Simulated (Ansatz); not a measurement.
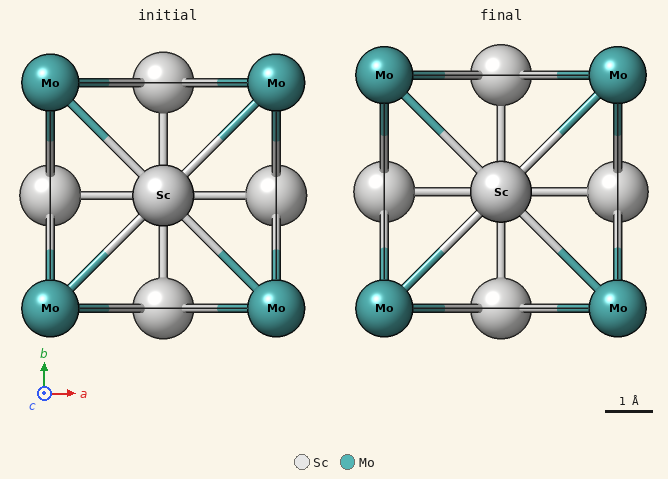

The structure of crystalline Sc₄Mo (a generated structure, set up in Pm-3m) before (left) and after (right) a relaxation, at one scale.

A ball-and-stick model of the cell of the calculation, seen along the c axis.

Method: DFT PBE, scalar-relativistic, plane waves, PAW in Ansatz 0.2.0.

The input:
```yaml
crystal:
  lattice:
    - [4.8083440427, 0.0, 0.0]
    - [0.0, 4.8083440427, 0.0]
    - [0.0, 0.0, 4.8083440427]
  atoms:
    - { symbol: Sc, position: [0.5, 0.5, 0.5] }
    - { symbol: Sc, position: [0.0, 0.5, 0.5] }
    - { symbol: Sc, position: [0.5, 0.0, 0.5] }
    - { symbol: Sc, position: [0.5, 0.5, 0.0] }
    - { symbol: Mo, position: [0.0, 0.0, 0.0], spin: 2.74 }
basis:
  ecutwfc: 420
kpoints:
  mp_grid: { grid: [8, 8, 8] }
hamiltonian:
  xc: pbe
scf:
  occupations: { method: gaussian, width: 0.1 }
output:
  forces: true
  stress: true
  eigenvalues: true
  populations: true
magnetization:
  spin_polarized: true
relax:
  adjacent_minimum: "off"
  f_tol: 0.01
  max_steps: 80
  cell: { stress_tol: 0.05 }
```

Command:
```bash
ansatz run input.yaml --threads 1 --pin off --max-ram 2560MiB --backend cpu --events-out ev --progress --plain --runs-dir out
```

Question: What changed between the two?

Answer: After 4 accepted moves (6 points after the start) the energy has fallen by 94.3 meV per cell of the calculation. All forces vanish by symmetry, so only the cell relaxes. The pressure goes from 3.14 to −0.02 GPa. The line search rejected the trial step at point 4 of the run. The SCF was repeated once at an unchanged geometry on a basis and grid sized afresh for the cell, which shifted the energy by 1.9 meV per cell of the calculation at most. The atoms keep their places relative to the cell (all moves are under 0.005 Å). The volume changes by +10.3 %, with a = b = c 4.808 → 4.968 Å (+3.3 %). Near-neighbour distances that change, for instance: Sc2–Mo5 3.400 → 3.513 Å, Sc1–Sc2 2.404 → 2.484 Å. The space group stays Pm-3m (No. 221).
